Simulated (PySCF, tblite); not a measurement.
# C3H15NOSi3: geometry, infrared bands and NMR shifts

What infrared bands and NMR shifts should C3H15NOSi3 (`COC[Si@@H](N)C[SiH2][SiH3]`) show?

Programs: tblite 0.8.0 and PySCF 2.14.0, with density-fitted response routines of our own. Each step states its level of theory. These are calculated values for one molecule in the gas phase, unless marked as measured. Atoms count from 0, in the outputs and in this text.

### Step 1. The molecule as given

23 atoms, charge 0, multiplicity 1; geometry from: force field or distance geometry start.

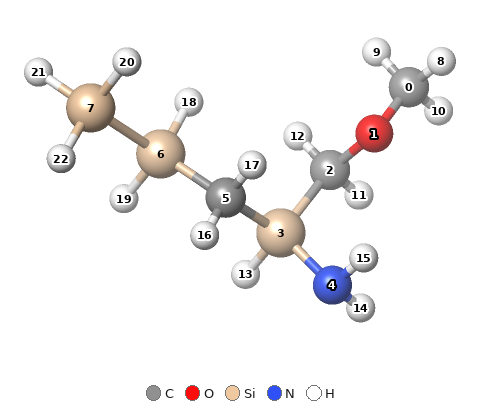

The starting geometry (carbon grey, oxygen red, silicon light orange, nitrogen blue, hydrogen white), atoms numbered.

### Step 2. Relaxing the molecule with GFN2-xTB

The job: settings as JSON, then the geometry in Å.

```
{"job": {"kind": "relax", "xc": "GFN2-xTB", "basis": "xTB"}, "charge": 0, "multiplicity": 1}
C     -2.911000     1.657600     1.086300
O     -2.237700     0.720100     0.265600
C     -1.381400    -0.147800     1.062900
Si    -0.424200    -1.429600     0.044500
N     -1.534600    -2.381200    -0.849100
C      0.777700    -0.672200    -1.132100
Si     2.152500     0.078400    -0.142300
Si     3.679600     1.058700    -1.571900
H     -3.539200     2.277800     0.440200
H     -2.210800     2.305200     1.613000
H     -3.566600     1.146900     1.807000
H     -2.022500    -0.689800     1.777600
H     -0.686600     0.469600     1.636900
H      0.237200    -2.399500     0.963800
H     -2.157500    -2.867500    -0.219500
H     -2.138300    -1.741800    -1.366700
H      1.178900    -1.429200    -1.807700
H      0.282200     0.079700    -1.743600
H      1.618100     1.108900     0.801500
H      2.844500    -0.955100     0.690700
H      3.003600     2.116400    -2.380200
H      4.786200     1.677900    -0.808800
H      4.245200     0.043300    -2.488000
```

Launch:

```bash
$ OMP_NUM_THREADS=1 python probes_run.py task.json out
```

The driver reads the jobs from task.json and runs them one after another.

**Question.** This job is followed by: GFN2-xTB harmonic vibrations, gas phase; GIAO PBE0/pcSseg-1 NMR shielding, non-relativistic, gas phase. Predict these results of the whole session: strongest single infrared mode (GFN2-xTB); zero-point energy (GFN2-xTB); ¹³C shifts against TMS (PBE0/pcSseg-1); ¹H shifts against TMS (PBE0/pcSseg-1, means over atoms taken as alike); ¹⁷O shifts against H2O (PBE0/pcSseg-1); ²⁹Si shifts against TMS (PBE0/pcSseg-1); ¹⁵N shifts against NH3 (PBE0/pcSseg-1); surface potential, least and greatest.

As calculated:

| quantity | value |
| --- | --- |
| strongest single infrared mode (GFN2-xTB) | 784 cm⁻¹, 636 km/mol |
| zero-point energy (GFN2-xTB) | 105.8 kcal/mol |
| ¹³C shifts against TMS (PBE0/pcSseg-1) | 68.0, 65.4, -9.9 ppm |
| ¹H shifts against TMS (PBE0/pcSseg-1, means over atoms taken as alike) | 4.65, 4.01, 3.97, 3.47, 3.42, 3.02, 2.92, 0.27, 0.17, -0.23 ppm |
| ¹⁷O shifts against H2O (PBE0/pcSseg-1) | 0.8 ppm |
| ²⁹Si shifts against TMS (PBE0/pcSseg-1) | -15.1, -80.5, -116.9 ppm |
| ¹⁵N shifts against NH3 (PBE0/pcSseg-1) | 15.1 ppm |
| surface potential, least and greatest | -1.23 V and 1.26 V |

Over 90 steps the energy fell by 0.355 eV; of the close pairs, Si3–C5 changed most, 1.845 to 1.897 Å. All 63 modes are real, so the xTB geometry is a minimum. GFN2-xTB is a fitted tight-binding method: band positions and strengths are rough. Its intensities can rank the bands wrongly. At PBE0/pcSseg-1: Shielding is most anisotropic at C0 (span 94 ppm, paramagnetic term -122 ppm).
